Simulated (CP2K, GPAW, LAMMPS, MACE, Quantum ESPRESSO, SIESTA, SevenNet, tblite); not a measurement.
## Quantum ESPRESSO on glassy 79SiO2-12Al2O3-4SrO-4ZnO (mol %) (76 atoms): settings compared

How far do other settings of Quantum ESPRESSO move the forces in glassy 79SiO2-12Al2O3-4SrO-4ZnO (mol %) (76 atoms)? One run of the same program serves as the yardstick.

Program: Quantum ESPRESSO 7.5. Level of theory: the method is named at each step. Results are calculated unless marked as measured.

## 1. The starting structure

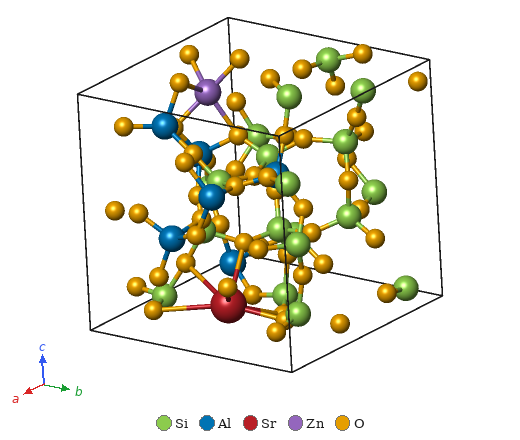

The starting structure, seen slightly off an axis (silicon green, aluminium blue, strontium red, zinc purple, oxygen orange). Bonds to atoms that aren't drawn are left out. Some periodic images of atoms are drawn too.

The cell holds 76 atoms: 19 Si, 6 Al, 1 Sr, 1 Zn and 49 O. Its edges and angles: a = 10.013 Å, b = 10.013 Å, c = 10.013 Å, α = 90.0°, β = 90.0°, γ = 90.0°. 76 atoms (19 Si, 6 Al, 1 Sr, 1 Zn, 49 O) placed at random at 2.51 g/cm³, melted at 4000 K for 10 ps at fixed volume with the Morse and Coulomb pair potential with partial charges (Pedone, Malavasi, Menziani, Cormack and Segre, J. Phys. Chem. B 110, 11780 (2006)). Quenched from 4000 K to 300 K at 10 K/ps and fixed volume, held 10 ps at zero pressure.

The yardstick, on the same geometry:

| Property | Result |
| --- | --- |
| method | Kohn-Sham DFT, PBE, SSSP efficiency 1.3.0 pseudopotentials, plane waves (Quantum ESPRESSO 7.5); sssp-pbe-1.3.0-efficiency, cutoffs 60/480 Ry, Γ point |
| r.m.s. force component | 1.477 eV/Å |
| longest force | 7.011 eV/Å |
| pressure | 8.478 GPa |
| gap (highest filled to lowest empty level) | 3.902 eV |
| time | 1.9 min on 4 MPI ranks of Arm Neoverse V2, shared host |
| CPU time | 7.6 min |

## 2. PBE, sssp-1.3.0-efficiency, 25/200 Ry

Method: Kohn-Sham DFT, PBE, SSSP efficiency 1.3.0 pseudopotentials, plane waves.

Input file pw.in:

```
&control
  calculation = 'scf'
  pseudo_dir = './pseudo'
  outdir = './tmp'
  disk_io = 'none'
  tprnfor = .true.
  tstress = .true.
/
&system
  ibrav = 0
  nat = 76
  ntyp = 5
  ecutwfc = 25
  ecutrho = 200
  nosym = .true.
  occupations = 'smearing'
  smearing = 'fd'
  degauss = 0.003675
/
&electrons
  conv_thr = 3.8e-07
  electron_maxstep = 100
  mixing_beta = 0.4
  mixing_mode = 'plain'
  diagonalization = 'david'
/
ATOMIC_SPECIES
Si 28.085 Si.upf
Al 26.982 Al.upf
Sr 87.620 Sr.upf
Zn 65.380 Zn.upf
O 15.999 O.upf
CELL_PARAMETERS angstrom
10.01332 0.00000 0.00000
0.00000 10.01332 0.00000
0.00000 0.00000 10.01332
ATOMIC_POSITIONS crystal
Si 0.29777 0.78359 0.39427
Si 0.04822 0.85620 0.02194
Si 0.07006 0.54744 0.94060
Si 0.79510 0.90619 0.45832
Si 0.26144 0.75771 0.69379
Si 0.72441 0.16733 0.08510
Si 0.64085 0.31560 0.36186
Si 0.00436 0.69007 0.38511
Si 0.77592 0.87374 0.15216
Si 0.01429 0.28931 0.13687
Si 0.33169 0.91592 0.96057
Si 0.70890 0.46243 0.61455
Si 0.35434 0.48572 0.02644
Si 0.28608 0.07504 0.38230
Si 0.39790 0.47445 0.62403
Si 0.40510 0.51374 0.32631
Si 0.93765 0.98230 0.77439
Si 0.00662 0.11906 0.51988
Si 0.56813 0.72658 0.97874
Al 0.71894 0.75870 0.70203
Al 0.46640 0.18004 0.60422
Al 0.30121 0.19032 0.09232
Al 0.69338 0.19171 0.79920
Al 0.95696 0.40171 0.44569
Al 0.97507 0.62617 0.66673
Sr 0.76436 0.51749 0.12275
Zn 0.44144 0.22071 0.86614
O 0.91658 0.63580 0.26757
O 0.35598 0.07142 0.97097
O 0.87556 0.22602 0.08479
O 0.71165 0.01933 0.09486
O 0.61300 0.72661 0.82835
O 0.78372 0.59885 0.64647
O 0.75990 0.40177 0.46447
O 0.63508 0.23187 0.97120
O 0.33729 0.11300 0.52326
O 0.20626 0.88141 0.05652
O 0.02544 0.03692 0.65793
O 0.34080 0.45790 0.46037
O 0.00385 0.56098 0.50369
O 0.32466 0.48588 0.18943
O 0.46846 0.84200 0.00578
O 0.02168 0.95252 0.90600
O 0.98629 0.34783 0.28372
O 0.99949 0.27303 0.54298
O 0.55111 0.12574 0.73480
O 0.04415 0.70058 0.98532
O 0.31782 0.92490 0.33200
O 0.39841 0.32863 0.68834
O 0.55035 0.51651 0.59997
O 0.56719 0.24070 0.47220
O 0.12611 0.09329 0.41239
O 0.93451 0.88216 0.12837
O 0.41021 0.67918 0.34247
O 0.74547 0.88306 0.30780
O 0.69018 0.86210 0.56862
[... 16 atom lines left out ...]
O 0.28882 0.84246 0.82172
O 0.33779 0.16402 0.26157
O 0.36743 0.33261 0.00390
O 0.31459 0.80418 0.55543
K_POINTS gamma
```

Command:

```bash
> OMP_NUM_THREADS=1 mpirun -np 2 pw.x -in pw.in > output.txt
```

What it wrote:

```text
Program PWSCF
     gamma-point specific algorithms are used
     Parallelization info
     sticks:   dense  smooth     PW     G-vecs:    dense   smooth      PW
     Min        2855    1430    358               161802    57210    7121
     Max        2858    1431    359               161803    57215    7122
     Sum        5713    2861    717               323605   114425   14243
     bravais-lattice index     =            0
     lattice parameter (alat)  =      18.9224  a.u.
     unit-cell volume          =    6775.3368 (a.u.)^3
     number of atoms/cell      =           76
     number of atomic types    =            5
     number of electrons       =       418.00
     number of Kohn-Sham states=          251
     kinetic-energy cutoff     =      25.0000  Ry
     charge density cutoff     =     200.0000  Ry
     scf convergence threshold =      3.8E-07
     mixing beta               =       0.4000
     number of iterations used =            8  plain     mixing
     Exchange-correlation= SLA  PW   PBX  PBC
                           (   1   4   3   4   0   0   0)
     crystal axes: (cart. coord. in units of alat)
               a(1) = (   1.000000   0.000000   0.000000 )
               a(2) = (   0.000000   1.000000   0.000000 )
               a(3) = (   0.000000   0.000000   1.000000 )
     reciprocal axes: (cart. coord. in units 2 pi/alat)
               b(1) = (  1.000000  0.000000  0.000000 )
               b(2) = (  0.000000  1.000000  0.000000 )
               b(3) = (  0.000000  0.000000  1.000000 )
     PseudoPot. # 1 for Si:
     Pseudo is Ultrasoft + core correction, Zval =  4.0
     PseudoPot. # 2 for Al:
     Pseudo is Projector augmented-wave + core cor, Zval =  3.0
     PseudoPot. # 3 for Sr:
     Pseudo is Ultrasoft + core correction, Zval = 10.0
     PseudoPot. # 4 for Zn:
     Pseudo is Ultrasoft, Zval = 20.0
     PseudoPot. # 5 for O :
     Pseudo is Projector augmented-wave + core cor, Zval =  6.0
     atomic species   valence    mass     pseudopotential
     Si                4.00    28.08500     Si( 1.00)
     Al                3.00    26.98200     Al( 1.00)
     Sr               10.00    87.62000     Sr( 1.00)
     Zn               20.00    65.38000     Zn( 1.00)
     O                 6.00    15.99900     O ( 1.00)
     No symmetry found
   Cartesian axes
     number of k points=     1  Fermi-Dirac smearing, width (Ry)=  0.0037
                       cart. coord. in units 2pi/alat
        k(    1) = (   0.0000000   0.0000000   0.0000000), wk =   2.0000000
     Dense  grid:   161803 G-vectors     FFT dimensions: (  90,  90,  90)
     Smooth grid:    57213 G-vectors     FFT dimensions: (  64,  64,  64)
     Check: negative core charge=   -0.000017
     Initial potential from superposition of free atoms
     starting charge     417.9418, renormalised to     418.0000
     negative rho (up, down):  6.371E-02 0.000E+00
     Starting wfcs are  322 randomized atomic wfcs
     Self-consistent Calculation
     iteration #  1     ecut=    25.00 Ry     beta= 0.40
     negative rho (up, down):  6.443E-02 0.000E+00
     total energy              =   -3021.30359801 Ry
     estimated scf accuracy    <      13.98331057 Ry
     iteration #  2     ecut=    25.00 Ry     beta= 0.40
     negative rho (up, down):  6.531E-02 0.000E+00
     total energy              =   -3023.71937189 Ry
     estimated scf accuracy    <       0.91422425 Ry
     iteration #  3     ecut=    25.00 Ry     beta= 0.40
     negative rho (up, down):  6.655E-02 0.000E+00
     total energy              =   -3023.68822392 Ry
     estimated scf accuracy    <       0.28375162 Ry
     iteration #  4     ecut=    25.00 Ry     beta= 0.40
     negative rho (up, down):  6.673E-02 0.000E+00
     total energy              =   -3023.70249908 Ry
     estimated scf accuracy    <       0.00899047 Ry
     iteration #  5     ecut=    25.00 Ry     beta= 0.40
     negative rho (up, down):  6.676E-02 0.000E+00
     total energy              =   -3023.70269330 Ry
     estimated scf accuracy    <       0.00171128 Ry
     iteration #  6     ecut=    25.00 Ry     beta= 0.40
     negative rho (up, down):  6.675E-02 0.000E+00
     total energy              =   -3023.70311982 Ry
     estimated scf accuracy    <       0.00029108 Ry
     iteration #  7     ecut=    25.00 Ry     beta= 0.40
     negative rho (up, down):  6.674E-02 0.000E+00
     total energy              =   -3023.70318267 Ry
     estimated scf accuracy    <       0.00001572 Ry
     iteration #  8     ecut=    25.00 Ry     beta= 0.40
     negative rho (up, down):  6.674E-02 0.000E+00
     total energy              =   -3023.70318880 Ry
     estimated scf accuracy    <       0.00000238 Ry
     iteration #  9     ecut=    25.00 Ry     beta= 0.40
     negative rho (up, down):  6.673E-02 0.000E+00
     End of self-consistent calculation
          k = 0.0000 0.0000 0.0000 (  7122 PWs)   bands (ev):
  -121.7586 -75.6800 -75.5905 -75.5360 -30.6070 -17.8510 -17.3340 -17.2519
   -17.1390 -17.0561 -16.9324 -16.7881 -16.5974 -16.4505 -16.3937 -16.3512
   -16.3062 -16.2565 -16.1918 -16.1295 -16.0090 -15.9884 -15.9006 -15.8453
   -15.7736 -15.6409 -15.6359 -15.5535 -15.4684 -15.4063 -15.3065 -15.2033
   -15.1786 -15.1276 -15.0776 -15.0547 -15.0288 -14.9680 -14.8926 -14.8500
   -14.8109 -14.7658 -14.7334 -14.6015 -14.5736 -14.5094 -14.3612 -14.3489
   -14.2267 -13.9592 -13.8252 -13.7989 -13.5791 -13.4429 -12.6701 -12.5479
   -12.1650  -6.7647  -6.1625  -6.1176  -5.8432  -5.4454  -5.3828  -5.2813
    -5.0930  -4.9632  -4.6328  -4.5610  -4.3516  -4.1605  -4.1401  -3.9961
    -3.9068  -3.7817  -3.5657  -3.5418  -3.4005  -3.3115  -3.2296  -3.1043
    -3.0751  -2.9918  -2.9304  -2.9142  -2.8523  -2.7442  -2.7003  -2.6163
    -2.5804  -2.5309  -2.4382  -2.4138  -2.3684  -2.2981  -2.2526  -2.1884
[...]
3.5293   7.2116   8.3331   8.7241   9.1100   9.2238   9.4591   9.5629
     9.6456   9.8446   9.9761  10.0993  10.2321  10.2327  10.3594  10.4735
    10.6650  10.7237  10.8273  10.9201  11.0205  11.0444  11.2167  11.2750
    11.3483  11.4219  11.4827  11.5625  11.6778  11.7335  11.7556  11.7948
    11.8781  11.9017  11.9965  12.0849  12.0975  12.1170  12.2151  12.2573
    12.3730  12.4569  12.4827
     the Fermi energy is     5.5867 ev
!    total energy              =   -3023.70318978 Ry
     estimated scf accuracy    <       0.00000032 Ry
     smearing contrib. (-TS)   =      -0.00000000 Ry
     internal energy E=F+TS    =   -3023.70318978 Ry
     The total energy is F=E-TS. E is the sum of the following terms:
     one-electron contribution =   -1563.70636096 Ry
     hartree contribution      =    1001.06286738 Ry
     xc contribution           =    -566.48948355 Ry
     ewald contribution        =   -1220.22854881 Ry
     one-center paw contrib.   =    -674.34166385 Ry
     convergence has been achieved in   9 iterations
     negative rho (up, down):  6.673E-02 0.000E+00
     Forces acting on atoms (cartesian axes, Ry/au):
     atom    1 type  1   force =    -0.00343447   -0.05595743    0.05500797
     atom    2 type  1   force =     0.08946881   -0.08525590    0.01897786
     atom    3 type  1   force =    -0.00038509   -0.00224140    0.01056944
     atom    4 type  1   force =     0.06344969   -0.00765464    0.00990809
     atom    5 type  1   force =    -0.09864036   -0.16912807   -0.02657043
     atom    6 type  1   force =     0.06416983    0.19234753    0.05174025
     atom    7 type  1   force =    -0.02148833    0.07590003   -0.00831016
     atom    8 type  1   force =    -0.19859734   -0.06359601    0.03245740
     atom    9 type  1   force =    -0.02590511    0.05307878    0.00253633
     atom   10 type  1   force =    -0.04808164    0.11589488   -0.00853600
     atom   11 type  1   force =    -0.03485827   -0.10191893    0.00220621
     atom   12 type  1   force =    -0.13430473   -0.00913658   -0.03593762
[...]
atom   72 type  5   force =     0.05324810   -0.01899543   -0.00027320
     atom   73 type  5   force =     0.04340297    0.06794456    0.04115327
     atom   74 type  5   force =     0.04433616    0.03185793   -0.05701716
     atom   75 type  5   force =     0.03105669   -0.12806734   -0.03118680
     atom   76 type  5   force =     0.04625059    0.05575447   -0.07396709
     Total force =     0.865279     Total SCF correction =     0.001424
     Computing stress (Cartesian axis) and pressure
     negative rho (up, down):  6.673E-02 0.000E+00
          total   stress  (Ry/bohr**3)                   (kbar)     P=     -849.81
  -0.00572907  -0.00004598   0.00000339         -842.78       -6.76        0.50
  -0.00004598  -0.00587394  -0.00013385           -6.76     -864.09      -19.69
   0.00000339  -0.00013385  -0.00572758            0.50      -19.69     -842.56
     Message from routine punch:
     Nothing written, as per user request (disk_io='none')
```

The job ended after 53 s (2 MPI ranks of Arm Neoverse V2, shared host; peak memory 0.86 GiB).

Banners, paths, timers and routine set-up lines are dropped from the logs unmarked, and long logs keep their key lines alone; longer cuts are marked.

Numbers from this run, and their distance from the reference:

- r.m.s. force component: 1.473 eV/Å
- r.m.s. difference of force components: 93.8 meV/Å
- longest difference of force vectors: 399 meV/Å
- force difference over r.m.s. force: 6.353 %
- slope of forces against the reference's: 0.9958
- correlation of force components: 0.998
- gap (highest filled to lowest empty level): 3.682 eV
- gap difference: -0.22 eV
- pressure: -84.98 GPa
- pressure difference: -93.46 GPa
- energy less the same-level run's: 2016 meV/atom
- r.m.s. force difference from the same-level run: 93.8 meV/Å

This is a coarse setting, run to see what it loses.

Length of the force difference by element (eV/Å):

```csv
element,atoms,mean,most
Al,6,0.070,0.11
O,49,0.18,0.40
Si,19,0.064,0.14
Sr,1,0.010,0.010
Zn,1,0.088,0.088
```

Levels nearest the highest filled one (eV from it): -0.89, -0.82, -0.70, -0.69, -0.61, -0.40, -0.37, -0.30, -0.24, -0.16, -0.08, 0.00, 3.68, 4.80, 5.19, 5.58, 5.69, 5.93, 6.03, 6.12, 6.32, 6.45, 6.57, 6.70.

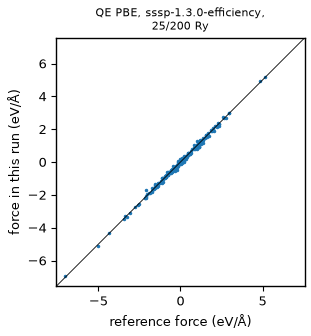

Force components against those of the reference; the line marks equality.

Local excerpt of 10 atoms (numbers count through the whole input) about Sr26, the only Sr atom; x, y, z are measured from there.

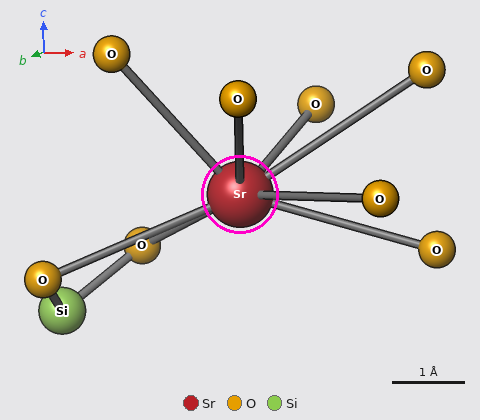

The atoms of the table, within 3.2 Å (arrows a, b, c point along x, y, z); some may hide others; the central atom is ringed.

```
atom      x      y      z  distance (Å)     Fx     Fy  Fz (eV/Å)
Sr26   0.00   0.00   0.00          0.00   1.17  -0.61       0.83
 O28   1.52   1.18   1.45          2.41  -1.15  -1.05      -1.48
 O65  -0.71   2.27  -0.47          2.42   2.23   0.82       1.90
 O67   2.60  -0.88  -0.82          2.87  -1.33  -0.66       1.12
 O64  -2.09  -0.68   1.85          2.87   1.20  -0.06      -0.54
 O70  -2.74   0.59  -1.20          3.04   1.18   0.36       0.13
 O57  -0.91  -2.74   1.00          3.06   0.20   0.55       0.89
 O30   1.11  -2.92  -0.38          3.15  -0.44  -0.44      -0.85
Si19  -1.96   2.09  -1.44          3.21  -2.11  -2.07      -2.18
 O44   2.22  -1.70   1.61          3.23  -0.38   0.18       0.07
```

Forces lie 6.4 % from the reference's, at 0.23 times its CPU time (on 2 against 4 cores).

Within one program, basis, potentials and functional, energies share a zero. Each run against its twin at the usual cutoff or grid and solver:

| run | twin | Δ energy (meV/atom) | Δ force, r.m.s. (meV/Å) | CPU time over the twin's |
| --- | --- | --- | --- | --- |
| QE PBE, sssp-1.3.0-efficiency, 25/200 Ry | sssp-1.3.0-efficiency, 60/480 Ry | 2016 | 93.8 | 0.23 (this twin ran on 4 cores) |

## 3. Summary of results

| Item | Value |
| --- | --- |
| force difference from the reference | QE PBE, sssp-1.3.0-efficiency, 25/200 Ry (coarse), 6.4 % |
| its CPU time | 1.8 min |

Runs with settings chosen to be coarse differ by 6.4 % (QE PBE, sssp-1.3.0-efficiency, 25/200 Ry). One electronic-structure run takes under half the reference's CPU time: QE PBE, sssp-1.3.0-efficiency, 25/200 Ry, at 6.4 % in 1.8 min against 7.6 min; its pressure misses by -93.5 GPa. At the same functional, the gap of QE PBE, sssp-1.3.0-efficiency, 25/200 Ry lies 0.22 eV below the reference's 3.90 eV. In pressure, QE PBE, sssp-1.3.0-efficiency, 25/200 Ry misses by -93.5 GPa, at the same functional; a cutoff this low leaves a large Pulay stress. The reference's pressure holds the uncorrected Pulay stress of its 60 Ry basis, so small pressure differences, and their order, may be the reference's own error. The quench rate of 10 K/ps is many orders above laboratory rates, so the cell is likely richer in defects and strain than a real sample. The network of bonds at the start is that of the classical potential that made the cell, and needn't be the one that DFT or experiment would give. The electronic-structure runs sample only Γ, in a cell whose shortest periodic width is 10 Å.

[Also dropped from logs without a mark: logging warnings of Python, and SIESTA's first energy breakdown and zero terms.]

[Logs are printed without paths, hosts, clocks, repeated set-up lines and the standing remarks that a program may print on its own settings, such as how far it seeks lower states.]

[Hosts, paths, dates, database ids (printed as entryN), source tags and the programs' standing remarks are cut or masked in the printed files.]
